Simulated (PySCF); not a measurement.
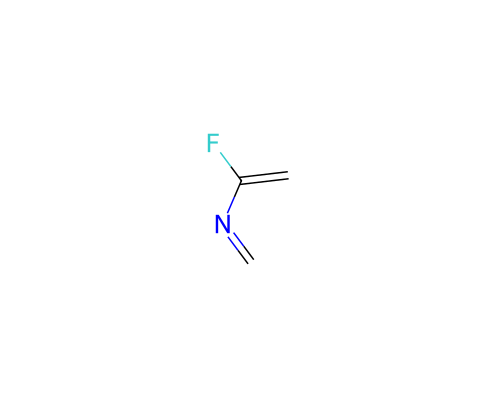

A structural formula.

Write the SMILES.

C=NC(=C)F

What is the molecular formula?

C3H4FN.

An optimisation with PBE0-D3(BJ)/def2-SVP gave a structure of which point group?

Cs. Other conformers may differ.

More results for the same structure follow; atom numbers are the same in all pictures, views and colours differ. The computed structure is the end point of a PBE0-D3(BJ)/def2-SVP optimisation. No frequency run is at hand to confirm it as a minimum.

## Shape

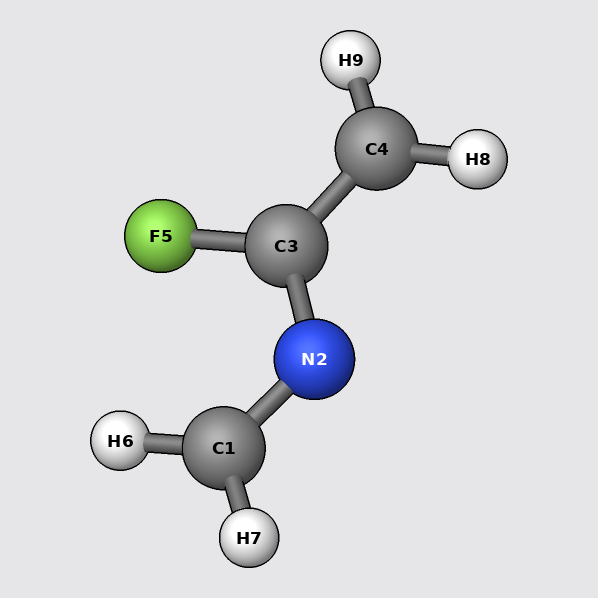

Numbered structure. No frequency run is at hand to confirm it as a minimum.

Estimate the angles N2–C1–H6, N2–C1–H7, C1–N2–C3, N2–C3–C4, N2–C3–F5, C4–C3–F5, C3–C4–H8, C3–C4–H9.

```csv
angle,degrees
N2–C1–H6,123.5
N2–C1–H7,118.6
C1–N2–C3,120.2
N2–C3–C4,123.1
N2–C3–F5,116.9
C4–C3–F5,120.0
C3–C4–H8,118.5
C3–C4–H9,120.9
```

## Excitation

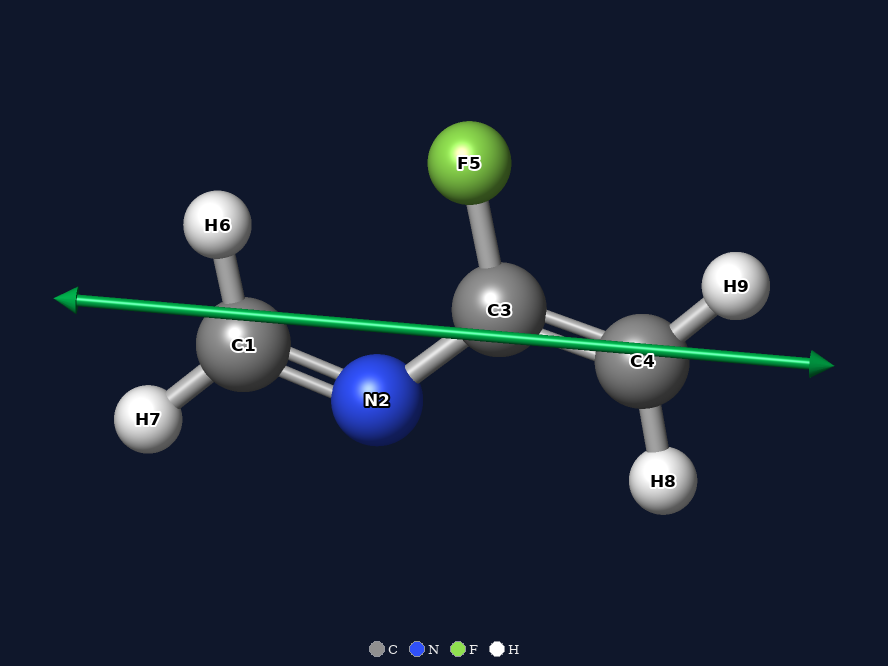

The double arrow shows the direction of the transition dipole to excited singlet state 2 (its length means nothing). No frequency run is at hand to confirm it as a minimum. Method: TDDFT B3LYP/def2-SVPD, vertical, gas phase, core orbitals frozen in the response (PySCF 2.14.0).

How is the transition polarised?

In the molecular plane, close to the long direction C1···C4.

Where does the transition lie, and how strong is it?

5.43 eV (228 nm), oscillator strength 0.44, mainly HOMO → LUMO (weight 0.95); transition dipole 4.62 D.

## Quadrupole coupling

No frequency run is at hand to confirm it as a minimum. Electric field gradients from the ground-state density, PBE0/pcSseg-1 in chloroform (IEF-PCM) (PySCF 2.14.0), non-relativistic apart from any core potentials.

Give the largest field-gradient component, the quadrupole coupling constant and the asymmetry for 14N at N2 (Q = 20.44 mb), 2H at H6 (Q = 2.86 mb), 2H at H7 (Q = 2.86 mb).

| atom | V_zz (a.u.) | e²qQ/h (MHz) | η |
| --- | --- | --- | --- |
| N2 | −1.104 | −5.30 | 0.30 |
| H6 | 0.276 | 0.186 | 0.04 |
| H7 | 0.288 | 0.194 | 0.02 |

## NMR shielding

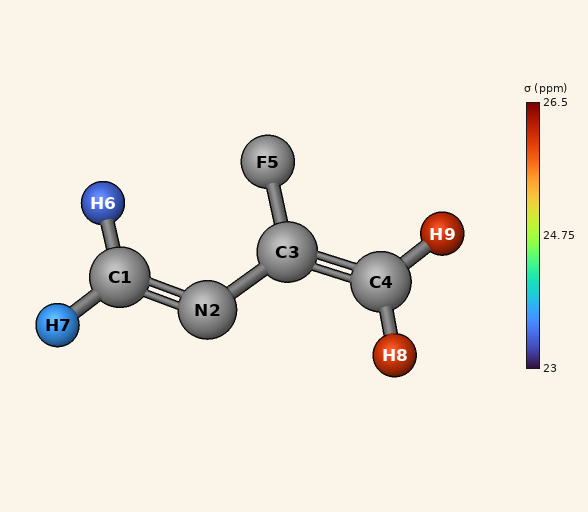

Atoms are coloured by their isotropic NMR shieldings (H only, the others grey). No frequency run is at hand to confirm it as a minimum. Properties computed with GIAO PBE0/pcSseg-1 NMR shielding, non-relativistic, IEF-PCM dimethylsulfoxide (PySCF 2.14.0).

Which H atom is the most shielded (lowest chemical shift)?

H9 (26.06 ppm).

Which H atom is the least shielded (highest chemical shift)?

H6 (23.45 ppm).

How wide is the range of H shifts?

2.61 ppm.

List the isotropic NMR shieldings of the H atoms.

```tsv
atom	σ (ppm)
H6	23.45
H7	23.71
H8	26.01
H9	26.06
```
